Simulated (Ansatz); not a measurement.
Consider Ga$_{8}$Sb$_{5}$P$_{3}$.

```
CELL_PARAMETERS angstrom
0.00000 -5.86218 5.86218
-5.86218 5.86218 0.00000
-11.74454 -11.74454 -11.74454
ATOMIC_POSITIONS crystal
Ga 0.66776 0.83388 0.82524
Ga 0.00109 0.50055 0.49191
Ga 0.33442 0.16721 0.15857
Ga 0.33333 0.66667 0.67273
Ga 0.66667 0.33333 0.33940
Ga 0.00000 0.00000 0.00607
Ga 0.84232 0.68465 0.67206
Ga 0.17566 0.35131 0.33873
Ga 0.50899 0.01798 0.00539
Ga 0.16612 0.83388 0.82524
Ga 0.49945 0.50055 0.49191
Ga 0.83279 0.16721 0.15857
Ga 0.84232 0.15768 0.67206
Ga 0.17566 0.82434 0.33873
Ga 0.50899 0.49101 0.00539
Ga 0.16612 0.33224 0.82524
Ga 0.49945 0.99891 0.49191
Ga 0.83279 0.66558 0.15857
Ga 0.66667 0.33333 0.83379
Ga 0.00000 0.00000 0.50046
Ga 0.33333 0.66667 0.16712
Ga 0.31535 0.15768 0.67206
Ga 0.64869 0.82434 0.33873
Ga 0.98202 0.49101 0.00539
P 0.66811 0.83405 0.70822
P 0.00144 0.50072 0.37488
P 0.33477 0.16739 0.04155
Sb 0.00000 0.00000 0.87484
Sb 0.33333 0.66667 0.54151
Sb 0.66667 0.33333 0.20817
Sb 0.49890 0.99780 0.87564
Sb 0.83223 0.66447 0.54231
Sb 0.16557 0.33113 0.20897
P 0.16595 0.83405 0.70822
P 0.49928 0.50072 0.37488
P 0.83261 0.16739 0.04155
Sb 0.49890 0.50110 0.87564
Sb 0.83223 0.16777 0.54231
Sb 0.16557 0.83443 0.20897
P 0.16595 0.33189 0.70822
P 0.49928 0.99856 0.37488
P 0.83261 0.66523 0.04155
Sb 0.66667 0.33333 0.70850
Sb 0.00000 0.00000 0.37517
Sb 0.33333 0.66667 0.04184
Sb 0.00220 0.50110 0.87564
Sb 0.33553 0.16777 0.54231
Sb 0.66887 0.83443 0.20897
```

Space group R3m; a generated structure, not necessarily the stable one.

Level of theory: Ansatz 0.2.0, DFT PBEsol, spin-orbit coupling, plane waves, PAW.

### Predict the valence pseudo-density and electron localisation function between the atoms.

Ga–P (2.38 Å): the density is about 0.53 e/Å³ at the midpoint; the ELF peaks at about 0.90 in the valence shell of P, 0.8 Å from its nucleus, and is about 0.75 at the midpoint.
Ga–Sb (2.55 Å): ρ at the midpoint is about 0.48 e/Å³; the ELF peaks at about 0.70 between the atoms.
Ga–P (2.51 Å): the density is about 0.43 e/Å³ at the midpoint; the ELF peaks at about 0.90 in the valence shell of P, 0.9 Å from its nucleus, and is about 0.75 at the midpoint.
Ga–Sb (2.59 Å): ρ at the midpoint is about 0.46 e/Å³; the ELF peaks at about 0.70 between the atoms.

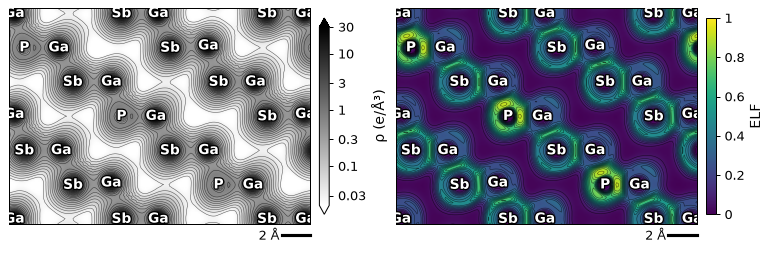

Computed valence pseudo-density and electron localisation function on the (110) plane of the conventional cell, in this order. 

Core electrons are frozen (PAW), and the valence fields are smoothed inside the atomic spheres.
